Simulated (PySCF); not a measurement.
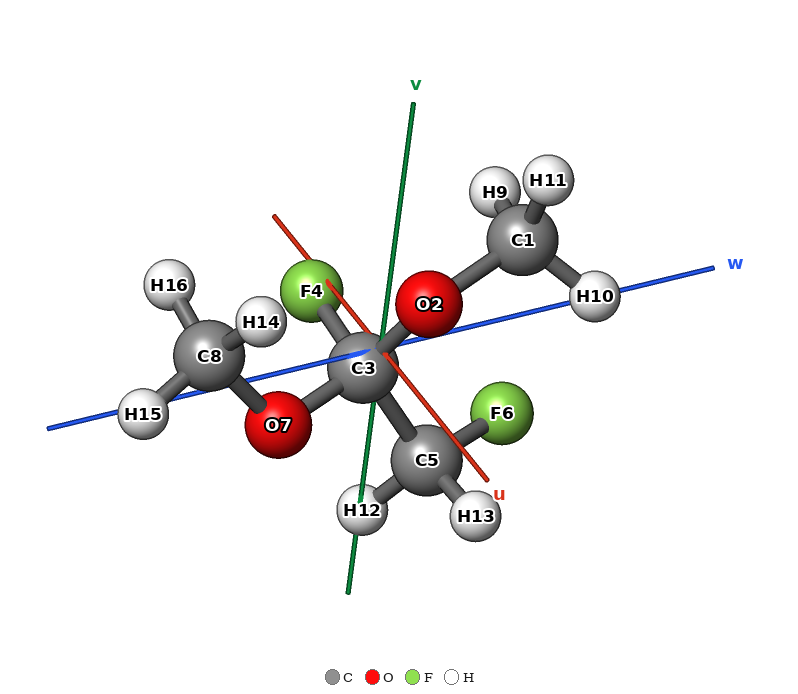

The lines u, v and w are the principal axes of the static dipole polarisability. The geometry was computed by an optimisation with GFN2-xTB. No frequency run is at hand to confirm it as a minimum. Method: CAM-B3LYP/def2-SVPD (PySCF 2.14.0).

### Along which axis is the molecule most polarisable, and along which least?

Most along w, least along u (nearly parallel to the C3–F4 bond).

### Give the three principal values.

u 53.2, v 59.9, w 67.6 bohr³; mean 60.2, anisotropy 12.4 bohr³.
